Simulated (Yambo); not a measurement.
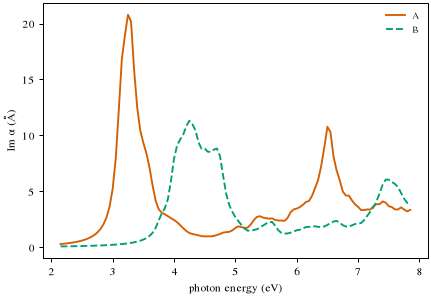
Figure: Two computed absorption spectra of a free-standing HfS2 monolayer (symmetry P-3m1, slab cell 15.9 Å high) (Yambo, LDA bands with the same scissor, field along x)

Question: Which curve includes the electron-hole attraction (BSE), and where are its main peaks?

Answer: Curve A: the attraction moves weight to lower energy (centre of the plotted range 5.0 eV against 5.4 eV). Its peaks lie at 3.2 eV, 6.5 eV, 7.4 eV. Settings: 15×15×1 mesh, 6 valence and 6 conduction bands, static screening with 46 bands and a 3 Ry block, scissor 1.90 eV, Tamm-Dancoff, stochastic integration of W near q = 0. The scissor comes from a G0W0 run whose convergence isn't established. Broadening 0.1 eV. The band window holds all transitions up to 7.9 eV. Fine structure above the onset can come from the mesh.

Spin-orbit coupling is not included.

Geometry relaxed with LDA; primitive cell a = 3.5625 Å, b = 3.5625 Å, c = 15.9000 Å, α = 90.00°, β = 90.00°, γ = 120.00°.
